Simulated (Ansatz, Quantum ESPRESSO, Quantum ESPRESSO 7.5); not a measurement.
**The work function of Mo(110), 5 layers, level by level**

Aim: the work function of each face of Mo(110), 5 layers, and how it moves with functional, pseudopotentials and boundary condition.

Program: Quantum ESPRESSO 7.5. Level of theory: plane-wave DFT, PBE, GBRV ultrasoft pseudopotentials (cross-check by Ansatz 0.2.0 with PAW datasets). Results are calculated unless marked as measured.

**Measured values to reproduce.**

“Anisotropic work function of elemental crystals” (2019, arxiv:1902.07811) quotes from earlier work for Mo (clean (110) face): work function (clean (110) face) 4.95 eV.

## (1) The structure

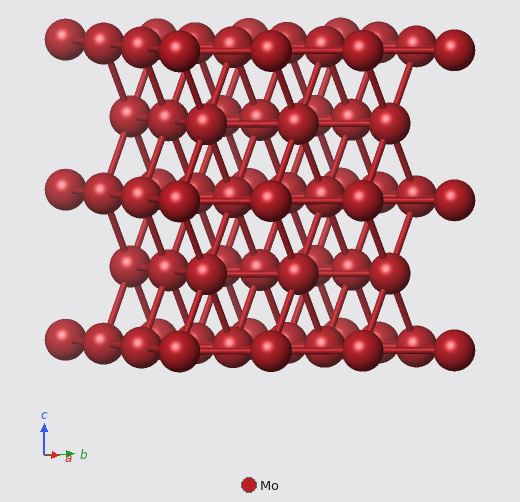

Start, viewed from the side, with the c axis up; molybdenum red. 3×3×1 cells are drawn. Some periodic images of atoms are drawn too.

The cell holds 5 atoms: 5 Mo. Cell: a = 2.728 Å, b = 2.728 Å, c = 24.910 Å, α = 90.0°, β = 90.0°, γ = 70.5°. It derives from Mo. Vacuum lies along c.

## (2) Relaxing the ions

The free layers are relaxed; atoms flagged 0 0 0 stay at their bulk places.

File relax.in:

```
&control
  prefix = 'relax'
  outdir = './out'
  pseudo_dir = './pseudo'
  nstep = 40
  forc_conv_thr = 0.001
  calculation = 'relax'
/
&system
  ibrav = 0
  nat = 5
  ntyp = 1
  ecutwfc = 40
  ecutrho = 200
  occupations = 'smearing'
  smearing = 'mv'
  degauss = 0.02
/
&electrons
  conv_thr = 1e-07
  mixing_beta = 0.4
  electron_maxstep = 120
  mixing_mode = 'local-TF'
/
&ions
/
ATOMIC_SPECIES
  Mo  95.9500  mo_pbe_v1.uspp.F.UPF
CELL_PARAMETERS angstrom
  2.22738636073762 -1.57500000000000 0.00000000000000
  2.22738636073762 1.57500000000000 0.00000000000000
  0.00000000000000 0.00000000000000 24.90954544295050
ATOMIC_POSITIONS crystal
  Mo  0.000000000000 0.000000000000 0.321162022740
  Mo  0.500000000000 0.500000000000 0.410581011370
  Mo  0.000000000000 0.000000000000 0.500000000000 0 0 0
  Mo  0.500000000000 0.500000000000 0.589418988630
  Mo  0.000000000000 0.000000000000 0.678837977260
K_POINTS automatic
  10 10 1 0 0 0
```

Launch:

```sh
$ OMP_NUM_THREADS=1 mpirun -n 4 pw.x -nk 4 -in relax.in > relax.out
```

The program printed:

```text
Program PWSCF v.7.5 starts
[citation notice left out]

     Parallel version (MPI & OpenMP), running on       4 processor cores
     Number of MPI processes:                 4
     Threads/MPI process:                     1

     MPI processes distributed on     1 nodes
[...]
Current dimensions of program PWSCF are:
     Max number of different atomic species (ntypx) = 10
     Max number of k-points (npk) =  40000
     Max angular momentum in pseudopotentials (lmaxx) =  4
     Message from routine setup:
     using ibrav=0 with symmetry is DISCOURAGED, use correct ibrav instead

     K-points division:     npool     =       4
     Subspace diagonalization in iterative solution of the eigenvalue problem:
     a serial algorithm will be used

     G-vector sticks info
     --------------------
     sticks:   dense  smooth     PW     G-vecs:    dense   smooth      PW
     Sum         399     315     99                56473    40267    7579

     Using Slab Decomposition

     bravais-lattice index     =            0
     lattice parameter (alat)  =       5.1551  a.u.
     unit-cell volume          =    1179.4201 (a.u.)^3
     number of atoms/cell      =            5
     number of atomic types    =            1
     number of electrons       =        70.00
     number of Kohn-Sham states=           42
     kinetic-energy cutoff     =      40.0000  Ry
     charge density cutoff     =     200.0000  Ry
     scf convergence threshold =      1.0E-07
     mixing beta               =       0.4000
     number of iterations used =            8  local-TF  mixing
     energy convergence thresh.=      1.0E-04
     force convergence thresh. =      1.0E-03
     Exchange-correlation= SLA  PW   PBE  PBE
                           (   1   4   3   4   0   0   0)
     nstep                     =           40

     celldm(1)=   5.155135  celldm(2)=   0.000000  celldm(3)=   0.000000
     celldm(4)=   0.000000  celldm(5)=   0.000000  celldm(6)=   0.000000

     crystal axes: (cart. coord. in units of alat)
               a(1) = (   0.816497  -0.577350   0.000000 )
               a(2) = (   0.816497   0.577350   0.000000 )
               a(3) = (   0.000000   0.000000   9.131132 )

     reciprocal axes: (cart. coord. in units 2 pi/alat)
               b(1) = (  0.612372 -0.866025  0.000000 )
               b(2) = (  0.612372  0.866025 -0.000000 )
               b(3) = ( -0.000000  0.000000  0.109515 )

     PseudoPot. # 1 for Mo read from file:
     ./pseudo/mo_pbe_v1.uspp.F.UPF
     Pseudo is Ultrasoft + core correction, Zval = 14.0
     Generated by new atomic code, or converted to UPF format
     Using radial grid of  889 points,  6 beta functions with:
                l(1) =   0
                l(2) =   0
                l(3) =   1
                l(4) =   1
                l(5) =   2
                l(6) =   2
     Q(r) pseudized with  6 coefficients,  rinner =    1.000   1.000   1.000
                                                       1.000   1.000

     atomic species   valence    mass     pseudopotential
     Mo               14.00    95.95000     Mo( 1.00)

      8 Sym. Ops., with inversion, found

   Cartesian axes

     site n.     atom                  positions (alat units)
         1        Mo     tau(   1) = (   0.0000000   0.0000000   2.9325728  )
         2        Mo     tau(   2) = (   0.8164966   0.0000000   3.7490694  )
         3        Mo     tau(   3) = (   0.0000000   0.0000000   4.5655660  )
         4        Mo     tau(   4) = (   0.8164966   0.0000000   5.3820625  )
         5        Mo     tau(   5) = (   0.0000000   0.0000000   6.1985591  )

     number of k points=    31  Marzari-Vanderbilt smearing, width (Ry)=  0.0200
                       cart. coord. in units 2pi/alat
        k(    1) = (   0.0000000   0.0000000   0.0000000), wk =   0.0200000
        k(    2) = (   0.0612372   0.0866025   0.0000000), wk =   0.0800000
        k(    3) = (   0.1224745   0.1732051   0.0000000), wk =   0.0800000
        k(    4) = (   0.1837117   0.2598076   0.0000000), wk =   0.0800000
        k(    5) = (   0.2449490   0.3464102   0.0000000), wk =   0.0800000
        k(    6) = (  -0.3061862  -0.4330127   0.0000000), wk =   0.0400000
        k(    7) = (   0.1224745  -0.0000000   0.0000000), wk =   0.0400000
        k(    8) = (   0.1837117   0.0866025   0.0000000), wk =   0.0800000
        k(    9) = (   0.2449490   0.1732051   0.0000000), wk =   0.0800000
        k(   10) = (   0.3061862   0.2598076   0.0000000), wk =   0.0800000
[...]
k(   31) = (  -0.6123724   0.0000000   0.0000000), wk =   0.0200000

     Dense  grid:    56473 G-vectors     FFT dimensions: (  24,  24, 216)

     Smooth grid:    40267 G-vectors     FFT dimensions: (  24,  24, 192)

     Estimated max dynamical RAM per process >     112.34 MB

     Estimated total dynamical RAM >     408.00 MB

     Check: negative core charge=   -0.000001

     Initial potential from superposition of free atoms

     starting charge      69.9947, renormalised to      70.0000

     negative rho (up, down):  3.617E-03 0.000E+00
     Starting wfcs are   65 randomized atomic wfcs

     total cpu time spent up to now is        1.6 secs

     per-process dynamical memory:    64.8 Mb

     Self-consistent Calculation

     iteration #  1     ecut=    40.00 Ry     beta= 0.40
     Davidson diagonalization with overlap
     ethr =  1.00E-02,  avg # of iterations =  2.0

     negative rho (up, down):  1.374E-03 0.000E+00

     total cpu time spent up to now is        4.3 secs

     total energy              =    -696.57231125 Ry
     estimated scf accuracy    <       2.74544287 Ry

     iteration #  2     ecut=    40.00 Ry     beta= 0.40
[...]
negative rho (up, down):  3.012E-04 0.000E+00

[...]
total energy              =    -696.49798241 Ry
     estimated scf accuracy    <       0.93764685 Ry

     iteration #  3     ecut=    40.00 Ry     beta= 0.40
[...]
negative rho (up, down):  1.159E-04 0.000E+00

[...]
total energy              =    -696.49832021 Ry
     estimated scf accuracy    <       0.13405315 Ry

     iteration #  4     ecut=    40.00 Ry     beta= 0.40
[...]
negative rho (up, down):  8.170E-05 0.000E+00

[...]
total energy              =    -696.51480958 Ry
     estimated scf accuracy    <       0.03115254 Ry

     iteration #  5     ecut=    40.00 Ry     beta= 0.40
[...]
Mo               0.5000000000        0.5000000000        0.4094411937
Mo               0.0000000000        0.0000000000        0.5000000000    0   0   0
Mo               0.5000000000        0.5000000000        0.5905588063
Mo               0.0000000000        0.0000000000        0.6778619751

[...]
NEW-OLD atomic charge density approx. for the potential

     Check: negative core charge=   -0.000001

     negative rho (up, down):  3.898E-03 0.000E+00

     total cpu time spent up to now is       83.5 secs

     per-process dynamical memory:    70.1 Mb

     Self-consistent Calculation

     iteration #  1     ecut=    40.00 Ry     beta= 0.40
     Davidson diagonalization with overlap
     ethr =  1.00E-06,  avg # of iterations =  7.9

     negative rho (up, down):  3.783E-03 0.000E+00

     total cpu time spent up to now is       89.8 secs

     total energy              =    -696.51187815 Ry
     estimated scf accuracy    <       0.00242079 Ry

[...]
iteration # 12     ecut=    40.00 Ry     beta= 0.40
[...]
negative rho (up, down):  3.884E-03 0.000E+00

[...]
End of self-consistent calculation

[...]
the Fermi energy is     7.1157 ev

!    total energy              =    -696.51183182 Ry
     estimated scf accuracy    <       0.00000002 Ry
     smearing contrib. (-TS)   =      -0.00135053 Ry
     internal energy E=F+TS    =    -696.51048129 Ry

     The total energy is F=E-TS. E is the sum of the following terms:
     one-electron contribution =   -6119.35394690 Ry
     hartree contribution      =    3066.86833416 Ry
     xc contribution           =     -96.57688137 Ry
     ewald contribution        =    2452.55201283 Ry

     convergence has been achieved in  12 iterations

     negative rho (up, down):  3.884E-03 0.000E+00

     Forces acting on atoms (cartesian axes, Ry/au):

     atom    1 type  1   force =     0.00000000    0.00000000    0.00958226
     atom    2 type  1   force =     0.00000000    0.00000000   -0.00789870
     atom    3 type  1   force =     0.00000000    0.00000000    0.00000000
     atom    4 type  1   force =     0.00000000    0.00000000    0.00789870
     atom    5 type  1   force =     0.00000000    0.00000000   -0.00958226

     Total force =     0.017562     Total SCF correction =     0.000524
     Energy error            =      1.4E-03 Ry
     Gradient error          =      9.6E-03 Ry/Bohr

     number of scf cycles    =   3
     number of bfgs steps    =   2

     energy             old  =    -696.5104684070 Ry
     energy             new  =    -696.5118318235 Ry

     CASE: energy            _new < energy            _old

     new trust radius        =       0.0308007888 bohr
     new conv_thr            =       0.0000000096 Ry

ATOMIC_POSITIONS (crystal)
Mo               0.0000000000        0.0000000000        0.3227923554
Mo               0.5000000000        0.5000000000        0.4088357929
Mo               0.0000000000        0.0000000000        0.5000000000    0   0   0
Mo               0.5000000000        0.5000000000        0.5911642071
Mo               0.0000000000        0.0000000000        0.6772076446

[...]
NEW-OLD atomic charge density approx. for the potential

     Check: negative core charge=   -0.000001

     negative rho (up, down):  3.846E-03 0.000E+00

     total cpu time spent up to now is      120.7 secs

     per-process dynamical memory:    70.1 Mb

[...]
!    total energy              =    -696.51233668 Ry
[...]
Total force =     0.004981     Total SCF correction =     0.000149
[...]
number of bfgs steps    =   3
[...]
energy             new  =    -696.5123366790 Ry
[...]
new trust radius        =       0.0030230532 bohr
[...]
!    total energy              =    -696.51235931 Ry
[...]
Total force =     0.004488     Total SCF correction =     0.000251
[...]
number of bfgs steps    =   4
[...]
energy             new  =    -696.5123593076 Ry
[...]
WARNING: bfgs curvature condition failed, Theta= 0.911
     new trust radius        =       0.0033253585 bohr
[...]
Self-consistent Calculation

     iteration #  1     ecut=    40.00 Ry     beta= 0.40
     Davidson diagonalization with overlap
     ethr =  1.00E-06,  avg # of iterations =  3.5

     Threshold (ethr) on eigenvalues was too large:
     Diagonalizing with lowered threshold

     Davidson diagonalization with overlap
     ethr =  3.62E-08,  avg # of iterations =  3.4

     negative rho (up, down):  3.801E-03 0.000E+00

     total cpu time spent up to now is      191.6 secs

     total energy              =    -696.51238680 Ry
     estimated scf accuracy    <       0.00004677 Ry

[...]
iteration #  7     ecut=    40.00 Ry     beta= 0.40
[...]
negative rho (up, down):  3.801E-03 0.000E+00

[...]
End of self-consistent calculation

          k = 0.0000 0.0000 0.0000 (  4987 PWs)   bands (ev):

   -54.2148 -54.1618 -54.0494 -53.8493 -53.8467 -28.7756 -28.5550 -28.1150
   -27.8985 -27.8164 -27.7045 -27.6263 -27.5458 -27.5452 -27.5342 -27.5130
   -27.3705 -27.3619 -27.2490 -27.2490   0.2103   1.0945   1.8845   2.1258
     2.1934   3.8055   4.1103   4.7660   5.3998   5.4884   5.6441   5.7899
     5.8491   6.0581   6.1887   6.8083   7.5771   8.2096   8.3780   8.4120
     8.4762   8.5379

          k = 0.0612 0.0866 0.0000 (  5010 PWs)   bands (ev):

   -54.1975 -54.1470 -54.0391 -53.8392 -53.8370 -28.7403 -28.5426 -28.1629
   -27.9479 -27.8156 -27.8039 -27.6013 -27.5978 -27.5890 -27.5711 -27.5510
   -27.4224 -27.4049 -27.2891 -27.2890   0.5250   1.3915   2.1828   2.4282
     2.5040   3.8904   4.1710   4.8060   5.1686   5.3975   5.5400   5.6008
     5.7082   6.0343   6.4196   6.9016   7.3024   7.5147   8.0941   8.1525
     8.4276   8.4590

          k = 0.1225 0.1732 0.0000 (  5028 PWs)   bands (ev):

   -54.1508 -54.1078 -54.0130 -53.8127 -53.8114 -28.6457 -28.5309 -28.3171
   -28.1352 -27.9948 -27.8627 -27.7519 -27.7454 -27.6464 -27.6138 -27.5958
   -27.5280 -27.5252 -27.3208 -27.3146   1.3262   2.0414   2.8179   3.0053
     3.1414   4.0892   4.2528   4.6339   4.9513   5.0440   5.2269   5.3594
     5.5634   6.0316   6.2262   6.9783   7.2079   7.9380   8.0915   8.1545
     8.1977   8.4655

          k = 0.1837 0.2598 0.0000 (  5057 PWs)   bands (ev):

   -54.0888 -54.0585 -53.9842 -53.7802 -53.7798 -28.6006 -28.5927 -28.4940
   -28.4204 -28.1945 -28.0371 -27.9363 -27.8724 -27.7291 -27.6580 -27.6555
   -27.5896 -27.5252 -27.3294 -27.3241   2.1223   2.3342   2.8118   3.2329
     3.3364   4.1062   4.2465   4.4566   4.6060   4.9892   5.2659   5.5621
     5.6780   6.2479   6.3221   8.0845   8.2800   8.2961   8.3813   8.4619
     8.6774   8.9564

          k = 0.2449 0.3464 0.0000 (  5070 PWs)   bands (ev):

   -54.0308 -54.0178 -53.9680 -53.7542 -53.7542 -28.7850 -28.7374 -28.6684
   -28.4961 -28.3772 -28.1033 -27.9704 -27.9136 -27.8246 -27.7968 -27.6355
   -27.5540 -27.5523 -27.3334 -27.3296   2.1443   2.2002   2.6552   2.9630
     3.3666   3.8536   3.9803   4.3137   4.3231   4.6544   5.4280   6.1142
     6.5208   7.3570   7.9087   8.2895   8.5848   8.6553   8.8013   8.9909
     9.1203   9.2949

          k =-0.3062-0.4330 0.0000 (  5048 PWs)   bands (ev):

   -54.0022 -54.0021 -53.9681 -53.7443 -53.7443 -28.8671 -28.7897 -28.7762
   -28.5382 -28.4574 -28.0130 -27.9369 -27.9083 -27.9082 -27.9060 -27.5993
   -27.5902 -27.5389 -27.3377 -27.3292   2.0214   2.0867   2.6002   2.8305
     3.3535   3.7499   3.8913   4.1821   4.2085   4.4335   5.7977   6.4002
     6.9683   7.9410   8.5302   8.5751   8.5786   8.7712   8.8316   9.0459
     9.1517   9.7298

[...]
k =-0.2449-0
[key lines of the parts left out:]
total energy              =    -696.51238742 Ry
the Fermi energy is     7.1404 ev
convergence has been achieved in   7 iterations
```

Elapsed: 5 min, on 4 MPI ranks of Arm Neoverse V2, shared host; peak memory 0.58 GiB; 20 min of CPU time.

Step by step:

```tsv
step	energy less that of the first step (eV)	largest force (eV/Å)
1	0.0000	0.6569
2	-0.0252	0.4495
3	-0.0437	0.2464
4	-0.0506	0.0743
5	-0.0509	0.0599
6	-0.0513	0.0538
7	-0.0517	0.0484
8	-0.0523	0.0383
9	-0.0528	0.0221
```

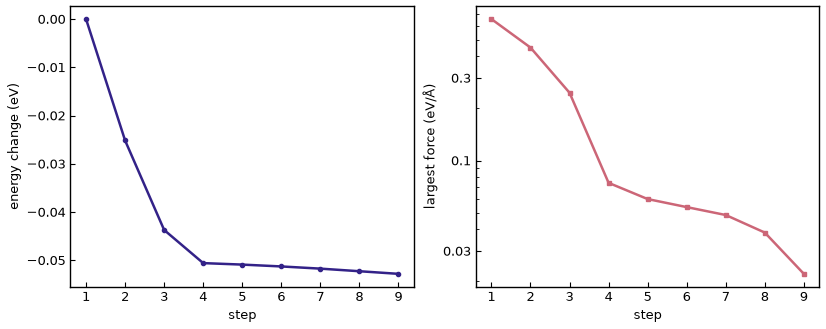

Energy and largest force along the relaxation.

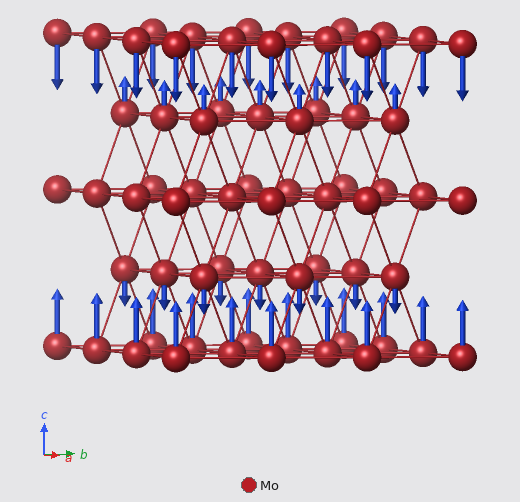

Displacements in the relaxation, exaggerated; the longest in the cell stands for 0.06 Å. 3×3×1 cells are drawn. Some periodic images of atoms are drawn too.

The atoms that moved most (Å):

```tsv
atom	dx	dy	dz	length
Mo1	0.000	0.000	0.056	0.056
Mo5	0.000	0.000	-0.056	0.056
Mo2	0.000	0.000	-0.031	0.031
Mo4	0.000	0.000	0.031	0.031
```

The relaxed structure:

```xyz
5
Lattice="2.2274 -1.5750 0.0000 2.2274 1.5750 0.0000 0.0000 0.0000 24.9095" Properties=species:S:1:pos:R:3
Mo    0.0000    0.0000    8.0558
Mo    2.2274    0.0000   10.1960
Mo    0.0000    0.0000   12.4548
Mo    2.2274    0.0000   14.7135
Mo    0.0000    0.0000   16.8538
```

The relaxation lowers the energy by 11 meV an atom. On the free atoms the largest force ends at 0.022 eV/Å.

Read from the output:

```
free energy  : -9476.5353 eV
Fermi energy : 7.141 eV
```

[end of part 1 of 5]

[Logs are printed without paths, hosts, clocks, repeated set-up lines and the standing remarks that a program may print on its own settings, such as how far it seeks lower states.]

[Hosts, paths, dates, database ids (printed as entryN), source tags and the programs' standing remarks are cut or masked in the printed files.]

[Maps of the electrostatic potential energy from Ansatz leave out the sawtooth potential of an applied field or a dipole correction, so their vacuum need not be flat; planar profiles and work functions include it.]
